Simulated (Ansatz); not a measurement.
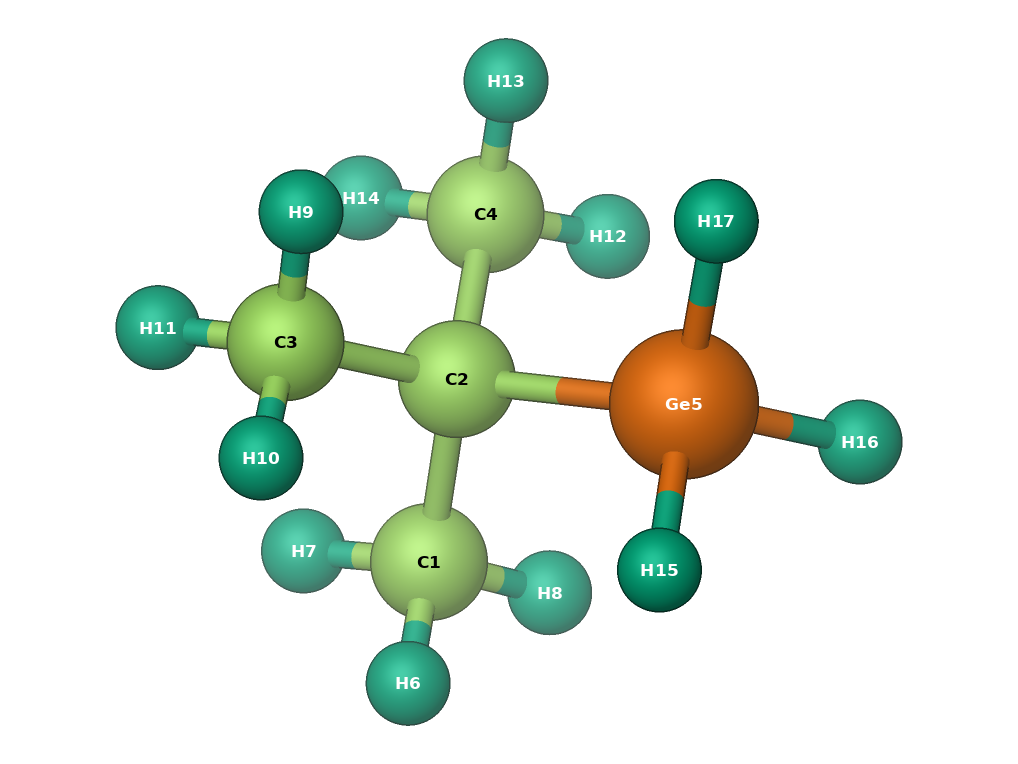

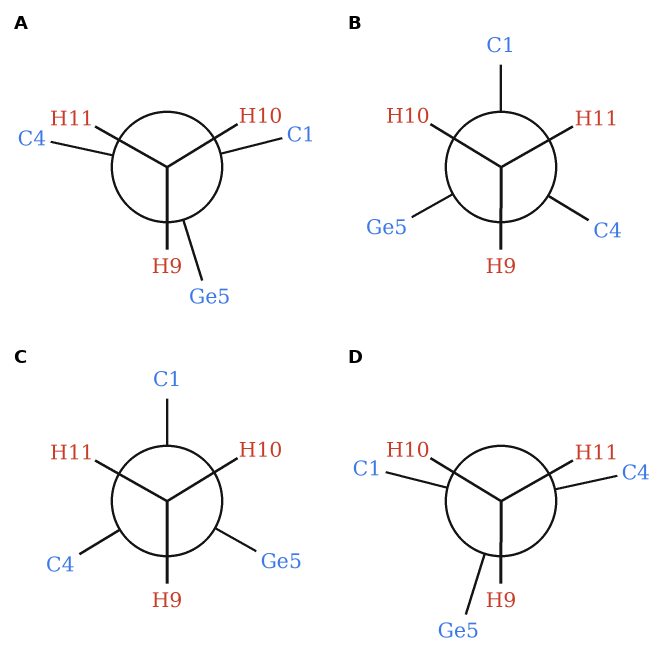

Atoms fade into the background with distance from the viewer. Bonds that would overlap in a projection are set slightly apart. The geometry was computed by an optimisation with PBE0-D4/def2-TZVP. No frequency run is at hand to confirm it as a minimum.

> Which Newman projection shows the view along C3–C2, with C3 in front?

B. The torsion angle H9–C3–C2–Ge5 is 61°, synclinal (gauche).
